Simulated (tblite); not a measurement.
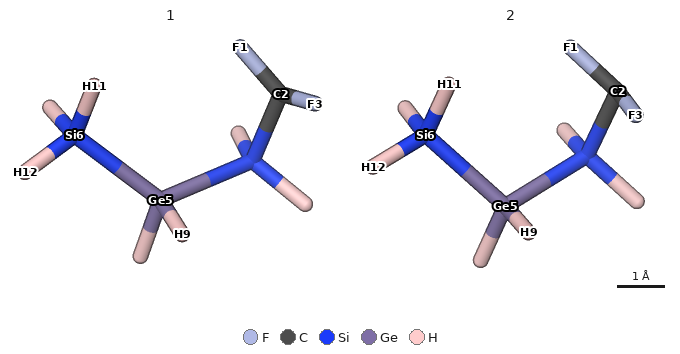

Two geometries of CH7F2GeSi2 (multiplicity 2), drawn at one scale. One is the start of a relaxation, the other its converged end. A stick model, seen at a tilt.

All numbers below come from GFN2-xTB geometry optimisation, gas phase (tblite). 

Which geometry has the lower energy?

Answer. Structure 1 is the relaxed one. Over 79 geometry steps the energy falls by 7.88 kcal/mol. The atom that moves furthest after the best rigid fit is an F atom (0.51 Å). By element the largest moves are F 0.51 Å, H 0.35 Å, Si 0.25 Å, Ge 0.18 Å, C 0.11 Å. Among the contacts that change: Ge–Si 2.307 → 2.370 Å, Ge–Si 2.313 → 2.354 Å, Ge–H 1.554 → 1.519 Å, C–F 1.382 → 1.348 Å. Among the angles between lasting bonds that change: Si–Ge–Si 109.1° → 122.5°, F–C–Si 108.9° → 120.9°, H–Ge–H 109.5° → 98.6°. Cost: 0.57 s on 1 thread of Arm Neoverse V1, with other jobs on the host.
